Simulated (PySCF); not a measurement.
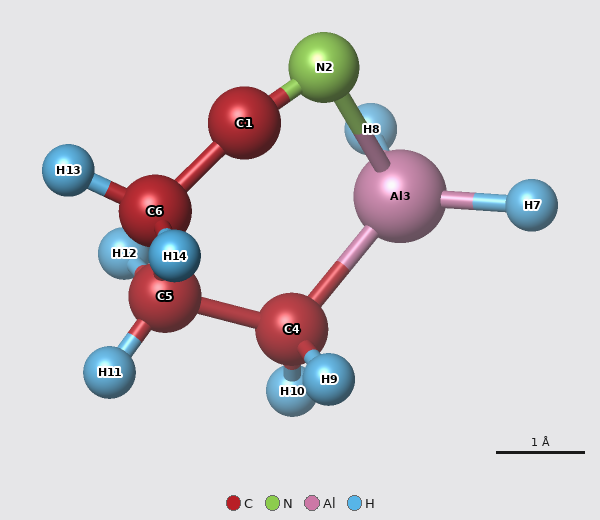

**Figure 1.** The input geometry of run 1 (ball-and-stick view, seen at a tilt; atoms are numbered from 1 in the order of the input). Sticks mark near contacts. Bond lengths as drawn: Al–C 2.02 Å, Al–H 1.60 Å, Al–N 2.23 Å, C–C 1.45 to 1.55 Å, C–H 1.10 to 1.11 Å and C–N 1.16 Å.

## C4H8AlN: one change and its effect

System: C4H8AlN, SMILES C1#[N+][AlH2-][CH2]CC1.
Method of run 1: TDDFT PBE0/6-31G*, vertical, gas phase, core orbitals frozen in the response (PySCF 2.14.0).

The geometry comes from this level: PBE0-D3(BJ)/def2-SVP. Text and figures count atoms from 1; the logs count them from 0 in places.

### Input file, run 1
```
{"job": {"kind": "uv", "xc": "PBE0", "basis": "6-31G*"}, "charge": 0, "multiplicity": 1}
C     -0.481221     0.689155     2.107030
N     -1.102803     0.005698     2.810970
Al    -1.705580    -1.524600     1.304785
C     -0.971637    -0.539250    -0.297353
C      0.340752     0.214625    -0.088947
C      0.222575     1.308509     1.003269
H     -3.291290    -1.528650     1.479615
H     -0.819187    -2.743285     1.837221
H     -1.737777     0.153377    -0.693982
H     -0.822689    -1.292210    -1.092365
H      0.699826     0.723387    -1.000307
H      1.139889    -0.481734     0.215934
H      1.199924     1.691410     1.333738
H     -0.378675     2.163160     0.652701
```

The first line tells a small driver script what to run in PySCF; the rest is the geometry in Å.

Command:
```bash
OMP_NUM_THREADS=1 python <driver script> task.json out
```

Hardware: 1 CPU thread, shared host.

### Output (run 1)
```
coarse grid: 11992 points
cycle   1  E = -453.9993199213  dE =  4.846e-01  |g| = 4.850e-01  |ddm| = 3.321e+00
cycle   2  E = -453.8852904355  dE =  1.140e-01  |g| = 8.752e-01  |ddm| = 1.155e+00
cycle   3  E = -454.0563676048  dE = -1.711e-01  |g| = 1.753e-01  |ddm| = 7.088e-01
cycle   4  E = -454.0631462123  dE = -6.779e-03  |g| = 4.560e-02  |ddm| = 1.656e-01
cycle   5  E = -454.0636709989  dE = -5.248e-04  |g| = 5.141e-03  |ddm| = 4.505e-02
cycle   6  E = -454.0636775796  dE = -6.581e-06  |g| = 2.031e-03  |ddm| = 6.492e-03
final grid: 110696 points
cycle   7  E = -454.0069244815  dE = -1.990e-05  |g| = 6.440e-03  |ddm| = 1.884e-02
cycle   8  E = -454.0069201401  dE =  4.341e-06  |g| = 7.715e-03  |ddm| = 1.369e-02
cycle   9  E = -454.0069358849  dE = -1.574e-05  |g| = 4.930e-04  |ddm| = 7.276e-03
cycle  10  E = -454.0069359471  dE = -6.218e-08  |g| = 1.529e-04  |ddm| = 6.369e-04
cycle  11  E = -454.0069359504  dE = -3.311e-09  |g| = 1.093e-04  |ddm| = 1.865e-04
cycle  12  E = -454.0069359529  dE = -2.524e-09  |g| = 2.223e-05  |ddm| = 8.567e-05
cycle  13  E = -454.0069359531  dE = -1.183e-10  |g| = 3.395e-06  |ddm| = 2.396e-05
converged SCF energy = -454.0069359531

Static polarisability (au): isotropic 66.720, principal 57.388 60.644 82.128

Singlet excitations
state   eV       nm        f      main configurations
  1   4.9852    248.7   0.00742   H->L 0.99
  2   5.4707    226.6   0.00526   H-1->L 0.98
  3   5.8181    213.1   0.00119   H->L+1 0.99
  4   6.3642    194.8   0.00726   H-1->L+1 0.99
  5   6.6230    187.2   0.00881   H->L+2 0.98
  6   7.0756    175.2   0.01557   H-1->L+2 0.92
  7   7.2842    170.2   0.00314   H-2->L 0.43, H-3->L 0.24, H-5->L 0.21
  8   7.5131    165.0   0.07136   H->L+3 0.86
  9   7.6398    162.3   0.09259   H-2->L 0.40, H-3->L 0.24, H->L+3 0.10
 10   7.8876    157.2   0.01001   H-1->L+3 0.88

Triplet excitations (Tamm-Dancoff, eV): 4.8138 5.2274 5.7232 6.0232
```

Run 2 used a changed input.

### The two runs side by side

```csv
quantity,run 1,run 2
outcome,converged,converged
total energy (hartree),−454.006936,−453.795958
HOMO (eV),−7.08,−7.22
LUMO (eV),−0.83,−1.00
dipole moment (D),5.27,5.25
lowest excitation (eV),4.99,4.97
SCF iterations,13,13
strongest computed line (eV),7.64,7.56
basis functions,104,128
wall time (shared host),12 s,16 s
```

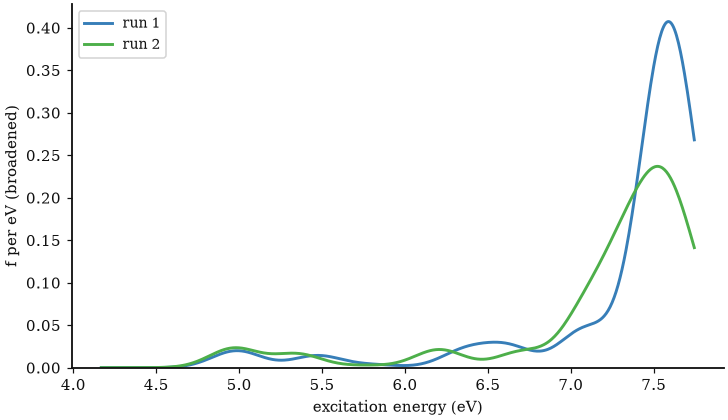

**Figure 2.** Absorption of the two runs from their computed states, each broadened by a Gaussian of 0.35 eV full width; the range ends where the shorter list of states ends.

Which change of the input explains these differences?

The change (lines with − go, lines with + come):
```diff
-"basis": "6-31G*"
+"basis": "def2-SVP"
```

The total energy of run 2 is 132.4 kcal/mol higher, which measures the change of basis and not a stability. The HOMO goes from −7.08 to −7.22 eV. The LUMO goes from −0.83 to −1.00 eV. The strongest computed line goes from 7.64 to 7.56 eV. The number of SCF iterations is the same. The basis functions go from 104 to 128.

### Output (run 2)
```
coarse grid: 11992 points
cycle   1  E = -453.6707210348  dE =  4.403e-01  |g| = 4.737e-01  |ddm| = 3.806e+00
cycle   2  E = -453.5503234217  dE =  1.204e-01  |g| = 8.878e-01  |ddm| = 1.350e+00
cycle   3  E = -453.7265672392  dE = -1.762e-01  |g| = 1.632e-01  |ddm| = 7.937e-01
cycle   4  E = -453.7324526134  dE = -5.885e-03  |g| = 4.627e-02  |ddm| = 1.768e-01
cycle   5  E = -453.7329966316  dE = -5.440e-04  |g| = 5.230e-03  |ddm| = 5.009e-02
cycle   6  E = -453.7330036080  dE = -6.976e-06  |g| = 2.032e-03  |ddm| = 8.157e-03
final grid: 110696 points
cycle   7  E = -453.7959460124  dE = -1.784e-05  |g| = 6.495e-03  |ddm| = 2.370e-02
cycle   8  E = -453.7959408770  dE =  5.135e-06  |g| = 7.909e-03  |ddm| = 1.476e-02
cycle   9  E = -453.7959574344  dE = -1.656e-05  |g| = 5.754e-04  |ddm| = 8.083e-03
cycle  10  E = -453.7959575035  dE = -6.915e-08  |g| = 2.956e-04  |ddm| = 8.089e-04
cycle  11  E = -453.7959575210  dE = -1.747e-08  |g| = 9.766e-05  |ddm| = 2.845e-04
cycle  12  E = -453.7959575232  dE = -2.184e-09  |g| = 1.433e-05  |ddm| = 9.961e-05
cycle  13  E = -453.7959575232  dE = -5.627e-11  |g| = 3.368e-06  |ddm| = 2.480e-05
converged SCF energy = -453.7959575232

Static polarisability (au): isotropic 69.497, principal 60.529 62.906 85.055

Singlet excitations
state   eV       nm        f      main configurations
  1   4.9688    249.5   0.00851   H->L 0.99
  2   5.3501    231.7   0.00595   H-1->L 0.98
  3   5.7687    214.9   0.00094   H->L+1 0.99
  4   6.2059    199.8   0.00793   H-1->L+1 0.99
  5   6.6999    185.1   0.00677   H->L+2 0.95
  6   7.0829    175.0   0.02115   H-1->L+2 0.84, H-1->L+3 0.09
  7   7.2450    171.1   0.00668   H-2->L 0.45, H-3->L 0.24, H-5->L 0.17
  8   7.3423    168.9   0.03808   H->L+3 0.87
  9   7.5552    164.1   0.06218   H-2->L 0.40, H-3->L 0.25
 10   7.7444    160.1   0.02395   H-1->L+3 0.77, H-1->L+2 0.08

Triplet excitations (Tamm-Dancoff, eV): 4.8015 5.1197 5.6761 5.9448
```
